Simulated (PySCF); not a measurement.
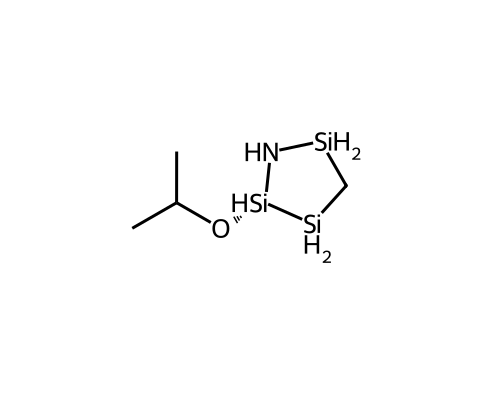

The geometry was computed by an optimisation with GFN2-xTB. No frequency run is at hand to confirm it as a minimum. Method: PBE0/pcSseg-1, gas phase (PySCF 2.14.0).

Computed properties:

The species is C4H15NOSi3 (`CC(C)O[Si@@H]1N[SiH2]C[SiH2]1`).
- dipole moment: 1.11 D
- HOMO energy (Kohn–Sham orbital): −7.23 eV
- LUMO energy (Kohn–Sham orbital): −0.08 eV
- HOMO–LUMO gap: 7.16 eV

The geometry is semi-empirical. Around Si such bond lengths and angles can be off by a tenth of an ångström or more and by several degrees, and values that hang on the shape move with them.
